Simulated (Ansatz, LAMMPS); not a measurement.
**Localised basis functions on liquid (Li,Na)Cl at 1200 K (62 atoms)**

Wanted: errors and times of a linear-scaling basis for liquid (Li,Na)Cl at 1200 K (62 atoms). A setting counts as converged where the r.m.s. difference of forces stays under 1 % of the r.m.s. force.

Calculated with Ansatz 0.2.0; Kohn-Sham DFT, PBE, PAW (set soft_2), plane waves.

## Step 1: The structure

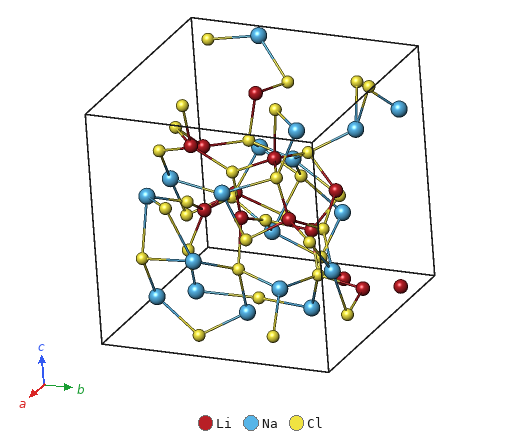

The starting structure, seen slightly off an axis (lithium red, sodium blue, chlorine yellow). Bonds to atoms that aren't drawn are left out. Some periodic images of atoms are drawn too.

The cell holds 62 atoms: 13 Li, 18 Na and 31 Cl. Cell: a = 12.548 Å, b = 12.548 Å, c = 12.548 Å, α = 90.0°, β = 90.0°, γ = 90.0°. 62 atoms (13 Li, 18 Na, 31 Cl) placed at random at 1.54 g/cm³, melted at 1600 K for 10 ps at fixed volume with the Lennard-Jones and Coulomb ion parameters for SPC/E (Joung and Cheatham, J. Phys. Chem. B 112, 9020 (2008)), full charges. Snapshot at the end of a hold of 15 ps at 1200 K and zero pressure.

Limits known from the start: The starting topology of bonds comes from the classical model, and needn't be the one that DFT or experiment would give. The ion parameters were fitted for water, not for melts, so the density of this cell may lie well off the real melt's. Only the Γ point is sampled, in a cell whose shortest periodic width is 13 Å.

## Step 2: The classical run that made the cell

A classical potential supplies the starting structure, since it reaches far longer times than DFT.

This step: classical MD, Lennard-Jones and Coulomb ion parameters for SPC/E (Joung and Cheatham, J. Phys. Chem. B 112, 9020 (2008)), full charges (LAMMPS 22 Jul 2025 - Update 4).

Contents of in.lmp:

```
# melt-quench of Li13Na18Cl31
units metal
atom_style charge
boundary p p p
region box block 0 12.0089 0 12.0089 0 12.0089
create_box 3 box
mass 1 6.9400   # Li
mass 2 22.9898   # Na
mass 3 35.4500   # Cl
create_atoms 1 random 13 591153 NULL overlap 2.18 maxtry 2000
create_atoms 2 random 18 591160 NULL overlap 2.18 maxtry 2000
create_atoms 3 random 31 591167 NULL overlap 2.18 maxtry 2000
pair_style lj/cut/coul/long 9.0
pair_modify mix arithmetic tail yes
pair_coeff 1 1 0.014602 1.4094   # Li
pair_coeff 2 2 0.015292 2.1595   # Na
pair_coeff 3 3 0.000554 4.8305   # Cl
set type 1 charge 1
set type 2 charge 1
set type 3 charge -1
kspace_style pppm 1.0e-4
neigh_modify delay 0 every 1 check yes
thermo_style custom step time temp pe press density
thermo_modify norm yes
timestep 0.002
thermo 100
min_style cg
minimize 1e-4 1e-4 200 2000
reset_timestep 0
velocity all create 1600 591154 mom yes dist gaussian
fix lim all nve/limit 0.05
fix lan all langevin 1600 1600 0.2 591155 zero yes
thermo 500
run 1000 post no
# [... 34 lines left out ...]
compute msd all msd com yes
thermo 1875
fix md all npt temp 1200 1200 0.2 iso 0 0 2
run 7500 post no
print "== T1200: mean square displacement over the hold $(c_msd[4]:%.2f) A^2"
unfix md
uncompute msd
write_dump all custom T1200.dump id type xs ys zs modify sort id
```

Started as:

```sh
> lmp -in in.lmp -log none -nocite
```

Numbers of over 12 decimals in the logs are rounded to 6 here.

Output:

```text
LAMMPS (22 Jul 2025 - Update 4)
Created orthogonal box = (0 0 0) to (12.0089 12.0089 12.0089)
Created 13 atoms
Created 18 atoms
Created 31 atoms
PPPM initialization ...
  G vector (1/distance) = 0.31736177
  grid = 9 9 9
  estimated relative force accuracy = 5.1079149e-05
   Step          Time           Temp          PotEng         Press         Density
         0   0              0              1.5316624      658763.07      1.5369835
        90   0.18           0             -4.0820518     -2902.2238      1.5369835
Loop time of 0.202063 s on 1 MPI rank(s) for 90 steps with 62 atoms
Minimization stats:
  Stopping criterion = energy tolerance
[... 50 lines left out ...]
== T1300: mean square displacement over the hold 58.21 A^2
   Step          Time           Temp          PotEng         Press         Density
[... 5 lines left out ...]
Loop time of 3.56376 s on 1 MPI rank(s) for 2500 steps with 62 atoms
   Step          Time           Temp          PotEng         Press         Density
[... 2 lines left out ...]
     31875   63.75          1220.0518     -3.9327759      200.01005      1.3180949
     33750   67.5           1166.6685     -3.943306      -6615.1941      1.2694848
     35625   71.25          1326.179      -3.9134989     -994.85742      1.309186
     36000   72             1372.6961     -3.9459564      5068.7179      1.3472336
Loop time of 6.45415 s on 1 MPI rank(s) for 7500 steps with 62 atoms
== T1200: mean square displacement over the hold 44.49 A^2
```

It took 47 s on 1 thread of Intel Xeon at 2.80GHz (Skylake/Cascade Lake), shared host; peak memory 0.35 GiB.

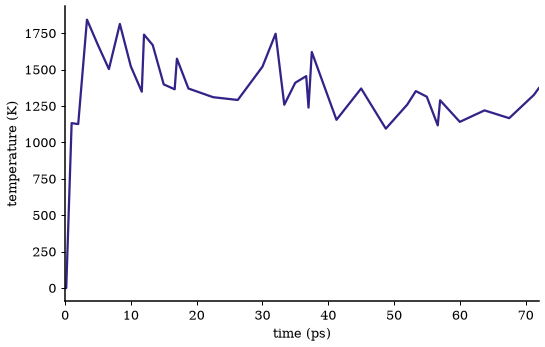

Temperature against time.

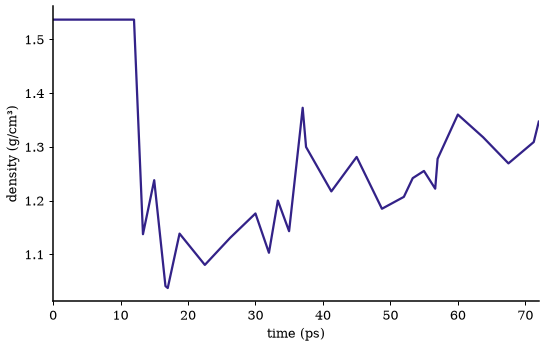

Density against time.

## Step 3: Plane-wave single point

The first run uses the default basis; a harder plane-wave run follows as the reference for the support functions.

Contents of input.yaml:

```yaml
crystal:
  lattice:
    - [12.54812, 0.0, 0.0]
    - [0.0, 12.54812, 0.0]
    - [0.0, 0.0, 12.54812]
  atoms:
    - { symbol: Li, position: [0.56183, 0.95889, 0.17518] }
    - { symbol: Li, position: [0.23702, 0.96472, 0.04834] }
    - { symbol: Li, position: [0.43347, 0.68525, 0.34194] }
    - { symbol: Li, position: [0.48708, 0.24131, 0.39719] }
    - { symbol: Li, position: [0.48253, 0.25376, 0.67358] }
    - { symbol: Li, position: [0.69357, 0.67334, 0.76206] }
    - { symbol: Li, position: [0.85785, 0.80088, 0.58164] }
    - { symbol: Li, position: [0.6679, 0.49266, 0.47079] }
    - { symbol: Li, position: [0.74525, 0.33157, 0.79658] }
    - { symbol: Li, position: [0.31392, 0.41972, 0.85457] }
    - { symbol: Li, position: [0.09936, 0.19012, 0.30287] }
    - { symbol: Li, position: [0.52775, 0.85354, 0.57484] }
    - { symbol: Li, position: [0.16383, 0.67689, 0.01558] }
    - { symbol: Na, position: [0.41171, 0.9027, 0.79833] }
    - { symbol: Na, position: [0.45237, 0.66981, 0.00932] }
    - { symbol: Na, position: [0.4907, 0.18016, 0.03913] }
    - { symbol: Na, position: [0.84623, 0.97111, 0.37284] }
    - { symbol: Na, position: [0.97576, 0.57109, 0.717] }
    - { symbol: Na, position: [0.02319, 0.30604, 0.96902] }
    - { symbol: Na, position: [0.17189, 0.34904, 0.55146] }
    - { symbol: Na, position: [0.77292, 0.69491, 0.23032] }
    - { symbol: Na, position: [0.81736, 0.16884, 0.15046] }
    - { symbol: Na, position: [0.33488, 0.45941, 0.26627] }
    - { symbol: Na, position: [0.81347, 0.15382, 0.58391] }
    - { symbol: Na, position: [0.31158, 0.01173, 0.43121] }
    - { symbol: Na, position: [0.92172, 0.39362, 0.37584] }
    - { symbol: Na, position: [0.08235, 0.93691, 0.75186] }
    - { symbol: Na, position: [0.84326, 0.85581, 0.96803] }
    - { symbol: Na, position: [0.11124, 0.66604, 0.28032] }
    - { symbol: Na, position: [0.68463, 0.49903, 0.0671] }
    - { symbol: Na, position: [0.37051, 0.59308, 0.61347] }
    - { symbol: Cl, position: [0.06313, 0.09898, 0.94451] }
    - { symbol: Cl, position: [0.75215, 0.50679, 0.28353] }
    - { symbol: Cl, position: [0.22423, 0.02846, 0.23841] }
    - { symbol: Cl, position: [0.38318, 0.79501, 0.4845] }
    - { symbol: Cl, position: [0.42006, 0.42152, 0.00906] }
    - { symbol: Cl, position: [0.54056, 0.75379, 0.20064] }
    - { symbol: Cl, position: [0.86943, 0.76465, 0.7629] }
    - { symbol: Cl, position: [0.70183, 0.87149, 0.48275] }
    - { symbol: Cl, position: [0.75085, 0.97701, 0.14355] }
    - { symbol: Cl, position: [0.13412, 0.47601, 0.83478] }
    - { symbol: Cl, position: [0.65261, 0.25082, 0.50323] }
    - { symbol: Cl, position: [0.93153, 0.64003, 0.50367] }
    - { symbol: Cl, position: [0.90875, 0.16084, 0.3538] }
    - { symbol: Cl, position: [0.45413, 0.0427, 0.61676] }
    - { symbol: Cl, position: [0.40942, 0.97427, 0.9925] }
    - { symbol: Cl, position: [0.69534, 0.6941, 0.97798] }
    - { symbol: Cl, position: [0.98169, 0.94764, 0.5523] }
    - { symbol: Cl, position: [0.9575, 0.30491, 0.60978] }
    - { symbol: Cl, position: [0.26982, 0.25882, 0.36422] }
    - { symbol: Cl, position: [0.54792, 0.18695, 0.24173] }
    - { symbol: Cl, position: [0.20551, 0.81976, 0.90835] }
    - { symbol: Cl, position: [0.29134, 0.64735, 0.16025] }
    - { symbol: Cl, position: [0.36106, 0.39818, 0.66693] }
    - { symbol: Cl, position: [0.21701, 0.54657, 0.46922] }
    - { symbol: Cl, position: [0.49936, 0.51655, 0.39172] }
    - { symbol: Cl, position: [0.712, 0.49097, 0.68816] }
    - { symbol: Cl, position: [0.03018, 0.37068, 0.19456] }
    - { symbol: Cl, position: [0.97638, 0.75223, 0.11583] }
    - { symbol: Cl, position: [0.6064, 0.19971, 0.80213] }
    - { symbol: Cl, position: [0.80396, 0.3363, 0.99684] }
    - { symbol: Cl, position: [0.50733, 0.73178, 0.71663] }
kpoints:
  mp_grid: { grid: [1, 1, 1] }
hamiltonian:
  xc: pbe
scf:
  occupations: { method: fermi_dirac, width: 0.025 }
output:
  forces: true
  stress: true
  populations: true
  dos:
    method: { smearing: { sigma: 0.15 } }
    de: 0.1
    projected: { site_lists: { Cl: [Cl], Li: [Li], Na: [Na] } }
  eigenvalues: true
  write_density: true
  write_potential: true
  volumetric_format: npy
  elf: true
```

Started as:

```sh
> ansatz run input.yaml --threads 4 --pin off --max-ram 8192MiB --backend cpu --events-out ev --progress --plain --runs-dir out
```

Output:

```text
Engine: ansatz 0.2.0, x86_64-unknown-linux-gnu
Pseudopotentials: kind: paw
Pseudopotential: Li, paw, valence charge 3, recommended cutoff 420 eV (normal), Li.paw.azcp
Pseudopotential: Na, paw, valence charge 9, recommended cutoff 420 eV (normal), Na.paw.azcp
Pseudopotential: Cl, paw, valence charge 7, recommended cutoff 420 eV (normal), Cl.paw.azcp
Functional definition: PBE
  parameter kappa = 0.804
  parameter beta = 0.066725
  exchange = pbe_x(kappa = kappa, mu = beta*pi^2/3)
  correlation = pbe_c(beta = beta)
Crystal: 62 atoms, lattice volume = 1975.768 Å³
Basis set: ecut = 420 eV, 38497 PW (Γ), exchange–correlation on 180×180×180 points (8 copies of the dense FFT grid, shifted against one another)
Bands: 271, of which v1, the nominal top of the filled ones, is band 209 counted from 1 (208 counted from 0)
Symmetry: 1 space group operations
Space group: P1 (ITA 1), of the structure as read, at distance tolerance 1.3e-4 Å
k-points: 1
Non-local potential: Li, projectors of the file, l = 0: 3, l = 1: 2, l = 2: 1
Non-local potential: Na, projectors of the file, l = 0: 3, l = 1: 2, l = 2: 1
Non-local potential: Cl, projectors of the file, l = 0: 2, l = 1: 2, l = 2: 2
PAW form: soft (Blöchl's): semilocal exchange-correlation on the pseudo side does not see the compensation charge
PAW one-centre angular grid: Li, 110 points (default); XC on 64 Gauss nodes
PAW one-centre angular grid: Na, 110 points (default); XC on 64 Gauss nodes
PAW one-centre angular grid: Cl, 110 points (default); XC on 64 Gauss nodes
Initial density: superposition of atomic densities (neutral atoms: chi_scale 0, normalization atom), corrected by the library's trained network
Initial wavefunctions: pseudopotential atomic-orbital guess
Functional: x = pbe(κ = 0.804, μ = 0.219515), c = pbe(β = 0.066725)
SCF iter   1: F=—  HF=-62981.705476 eV  |F-HF|=—  |Δ(HF+E_count)|=         —  Δρ=8.63e-4  dr2=6.77e-2  ethr=1.77e-3  ⟨swp⟩=6.0  Hψ=1056  notcnv=0  defer=49
preconditioner: auto → Resta (q_TF=auto, 2.106 Å⁻¹)  ε∞=2.5  [insulator: Δε(μ)=3.202 eV  Ē_g=10.865 eV  σ=0.025 eV  W_gap=1.00  n_scr=304 (ndim 8)  ℏωp=13.2 eV  f_vac=0.263  D(μ)=0.00/eV (n_scr^D=0)  ε∞_Penn≈2.5]
SCF iter   2: F=—  HF=-62981.663534 eV  |F-HF|=—  |Δ(HF+E_count)|=   4.19e-2  Δρ=4.12e-4  dr2=1.78e-2  ethr=1.62e-5  ⟨swp⟩=2.0  Hψ=462  notcnv=0  defer=55
SCF iter   3: F=—  HF=-62981.659198 eV  |F-HF|=—  |Δ(HF+E_count)|=   4.34e-3  Δρ=1.96e-4  dr2=2.53e-3  ethr=4.25e-6  ⟨swp⟩=2.0  Hψ=363  notcnv=0  defer=55
SCF iter   4: F=—  HF=-62981.658757 eV  |F-HF|=—  |Δ(HF+E_count)|=   4.40e-4  Δρ=7.79e-5  dr2=1.65e-4  ethr=6.06e-7  ⟨swp⟩=2.0  Hψ=420  notcnv=0  defer=55
SCF iter   5: F=—  HF=-62981.658796 eV  |F-HF|=—  |Δ(HF+E_count)|=   3.90e-5  Δρ=2.22e-5  dr2=1.97e-5  ethr=3.96e-8  ⟨swp⟩=2.0  Hψ=413  notcnv=0  defer=55
SCF iter   6: F=—  HF=-62981.660946 eV  |F-HF|=—  |Δ(HF+E_count)|=   2.15e-3  Δρ=5.40e-6  dr2=7.04e-7  ethr=4.71e-9  ⟨swp⟩=2.0  Hψ=479  notcnv=0  defer=55
SCF iter   7: F=-62981.660947 eV  HF=-62981.660947 eV  |F-HF|=1.15e-8  |Δ(HF+E_count)|=   6.14e-7  Δρ=1.86e-6  dr2=9.56e-8  ethr=2.39e-11  ⟨swp⟩=19.0  Hψ=2212  notcnv=0
SCF 1 converged in 7 iterations: F = -62981.660947 eV  dr2 = 9.56e-8
  greatest PAW one-centre occupation: 1.000 electrons in one spin orbital (limit 2), on the Li atom at site 3 (counted from 0), in its partial waves of l = 0
WARN: The input density's exchange-correlation potential varies sharply where the density is thin. Do not read a vacuum level from v_tot or v_xc, or from such a field of the output density. On a cell that repeats whose density bears no net charge and no dipole along the vacuum's axis use v_es (v_loc + v_h of the components); [...]
SCF converged after 7 iterations
Free energy (F): -62981.660947 eV
Harris-Foulkes:  -62981.660947 eV  (|F-HF|=1.15e-8)
Internal energy: -62981.660947 eV  (E = F + TS)
E sigma→0 (E₀):  -62981.660947 eV
Fermi energy:    0.984717 eV
--- Per-component energies (eV) ---
  E_band       = -6766.624201
  E_kinetic    = 7439.109838
  E_local      = -41119.857484  (includes V_loc(G=0)·N_el)
  E_nonlocal   = 2518.261631
  E_hartree    = 15026.889425
  E_xc         = -4167.382364
  E_vxc        = -4869.106299  (∫ρ·V_xc dr)
  E_paw        = -25450.113337  (= ΣΔE_a)
  E_vpaw       = -788.814871  (= ΣTr[D̂ρ^β])
  E_aug_tail   = 0.002421  (compensation charges beyond the density's cutoff)
  E_ewald      = -17228.571078
  E_smearing   = -0.000000  (= −TS)
  E_closure    = -0.000000  (closes the sum)
  Σ components = -62981.660947   (vs F -62981.660947, Δ=0.00e0)
--- Forces (eV/Å), atoms counted from 1 ---
  atom   1  Li     0.13321180    -0.30642295    -0.01620346
  atom   2  Li    -0.39816382     0.20192294     0.21462478
  atom   3  Li     0.18413742     0.15356600    -0.05025598
  atom   4  Li     0.23010944     0.19508336     0.17445316
  atom   5  Li     0.50868718    -0.29199781    -0.05920776
  atom   6  Li     0.03083914    -0.24622627     0.23711558
  atom   7  Li     0.20506179    -0.03744134    -0.39166486
  atom   8  Li     0.02475769    -0.25751533    -0.05207423
  atom   9  Li    -0.36475164     0.12521953     0.15308198
  atom  10  Li    -0.07946359     0.00610893    -0.08848629
  atom  11  Li     0.09716148    -0.00162000    -0.41784468
  atom  12  Li     0.25856163     0.34054268    -0.29088763
  atom  13  Li    -0.30956572     0.10420517     0.18872848
  atom  14  Na    -0.03206729     0.25265103    -0.17063541
[...]
atom  61  Cl    -0.05561580    -0.13870801    -0.43672701
  atom  62  Cl     0.29299596    -0.08643007     0.45924247
  max |Σ_I F_I| component: 8.16e-5 eV/Å
--- Stress (GPa, compression-positive) ---
       -1.350365       0.201758      -0.131144
        0.201758      -1.123145       0.202236
       -0.131144       0.202236      -1.816895
  P = ⅓ Tr σ = -1.4301 GPa (-14.301 kbar)
--- Band table (eV) ---
  k-point 0: bands = ["-51.9776", "-51.8728", "-51.5651", "-51.5335", [... 255 levels ...], "7.0047", "7.0910", "7.1084", "7.1379", "7.2119", "7.2350", "7.2660", "7.3049", "7.3283", "7.4150", "7.4657", "7.4914"]
--- Löwdin populations: 62 sites ---
  site symbol       q [e]
     0     Li      2.2673
     1     Li      2.2791
     2     Li      2.2963
[...]
61     Cl      7.6708
  spilling = 0.003604 (of n_electrons = 418.000000)
```

Run time: 10 s. Hardware: 4 threads of Intel Xeon Platinum 8559C (Emerald Rapids), shared host; peak memory 2 GiB; 36 s of CPU time.

The program notes that the exchange-correlation potential is rough where the density is thin.

The run gave:

```yaml
free_energy: -62981.6609 eV
free_energy_per_atom: -1015.8332 eV/atom
scf_cycles: 7
pressure: -1.43 GPa
r_m_s_force_component: 0.2623 eV/Å
longest_force: 0.9443 eV/Å
fermi_energy: 0.9847 eV
spacing_of_highest_filled_and_lowest_empty_level: 3.34 eV
spilling_of_the_projection: 0.003604
```

The r.m.s. force component of 0.26 eV/Å sets the scale for the differences below.

## Step 4: Plane waves at 750 eV (750 eV)

A harder cutoff gives the support functions a reference with less basis error.

input.yaml, the sections that differ from step 3:

```yaml
output:
  forces: true
  eigenvalues: true
basis:
  ecutwfc: "750 eV"
# crystal, kpoints, hamiltonian, scf: as in step 3
```

Output:

```text
[...]
Crystal: 62 atoms, lattice volume = 1975.768 Å³
Basis set: ecut = 750 eV, 92157 PW (Γ), exchange–correlation on 240×240×240 points (8 copies of the dense FFT grid, shifted against one another)
Bands: 271, of which v1, the nominal top of the filled ones, is band 209 counted from 1 (208 counted from 0)
Symmetry: 1 space group operations
[...]
k-points: 1
[...]
SCF iter   1: F=—  HF=-62981.726845 eV  |F-HF|=—  |Δ(HF+E_count)|=         —  Δρ=8.69e-4  dr2=6.76e-2  ethr=1.77e-3  ⟨swp⟩=7.0  Hψ=1153  notcnv=0  defer=29
[...]
SCF iter   3: F=—  HF=-62981.680705 eV  |F-HF|=—  |Δ(HF+E_count)|=   4.38e-3  Δρ=1.94e-4  dr2=2.48e-3  ethr=4.25e-6  ⟨swp⟩=2.0  Hψ=365  notcnv=0  defer=26
automatic band count: iteration 3 solves 242 bands in place of 271: the levels show a gap, and the empty bands left out lie too high to hold charge; the band table lists the bands solved (type scf.n_extra_bands for more)
SCF iter   4: F=—  HF=-62981.680301 eV  |F-HF|=—  |Δ(HF+E_count)|=   4.04e-4  Δρ=7.90e-5  dr2=1.66e-4  ethr=5.93e-7  ⟨swp⟩=2.0  Hψ=420  notcnv=0  defer=26
[...]
SCF iter   7: F=-62981.680356 eV  HF=-62981.680356 eV  |F-HF|=1.27e-8  |Δ(HF+E_count)|=   5.66e-7  Δρ=1.85e-6  dr2=9.16e-8  ethr=2.39e-11  ⟨swp⟩=12.0  Hψ=1159  notcnv=0
SCF 1 converged in 7 iterations: F = -62981.680356 eV  dr2 = 9.16e-8
[...]
SCF converged after 7 iterations
Free energy (F): -62981.680356 eV
[...]
Internal energy: -62981.680356 eV  (E = F + TS)
E sigma→0 (E₀):  -62981.680356 eV
Fermi energy:    0.984750 eV
[...]
Σ components = -62981.680356   (vs F -62981.680356, Δ=0.00e0)
--- Forces (eV/Å), atoms counted from 1 ---
  atom   1  Li     0.13324003    -0.30649866    -0.01620691
  atom   2  Li    -0.39812356     0.20188716     0.21461897
  atom   3  Li     0.18417274     0.15359598    -0.05025759
  atom   4  Li     0.23011066     0.19508350     0.17442648
[...]
atom  62  Cl     0.29315249    -0.08639442     0.45928899
  max |Σ_I F_I| component: 1.09e-4 eV/Å
--- Band table (eV) ---
[...]
```

It took 14 s on 4 threads; peak memory 4 GiB; 52 s of CPU time.

Forces differ from the reference by 0.084 meV/Å r.m.s., 0.032 % of their size, well within a tolerance of 1 %; the energy by -0.31 meV/atom.

[end of part 1 of 4]

[Logs are printed without paths, hosts, clocks, repeated set-up lines and the standing remarks that a program may print on its own settings, such as how far it seeks lower states.]

[Hosts, paths, dates, database ids (printed as entryN), source tags and the programs' standing remarks are cut or masked in the printed files.]
